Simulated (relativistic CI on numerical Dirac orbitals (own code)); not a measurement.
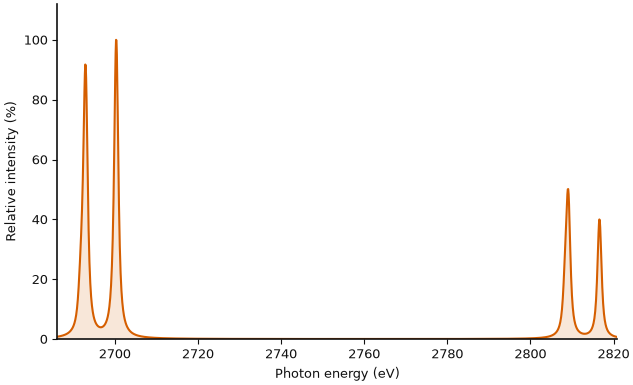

Computed core-level spectrum (absorption) of an ion of charge +7 in a field of D4h symmetry with 10Dq = 65,900, Ds = −700, Dt = 650 cm⁻¹. Multiplet model: relativistic Dirac–Coulomb–Breit theory, one configuration a step, Slater integrals scaled by 0.7, 300 K, Voigt broadening (Lorentzian 0.96 eV, Gaussian 0.5 eV full widths), computed with a radial Dirac CI code.

Q: Which element and which edge or line is it?

A: L₂,₃ X-ray absorption of Tc⁷⁺, initial configuration [Kr]. The main maxima lie at 2692.9 eV (92), 2700.3 eV (100), 2809.1 eV (50) and 2816.6 eV (40), heights in % of the largest; the centroid is at 2733.6 eV. The lower edge holds 0.68 of the intensity (branching ratio, edges parted at 2754 eV), and the core spin-orbit splitting of the orbitals is 121 eV. The ground state has S = 0.00.

Limits of the model: free-ion energies, so absolute edge positions are off by a few eV from solids.
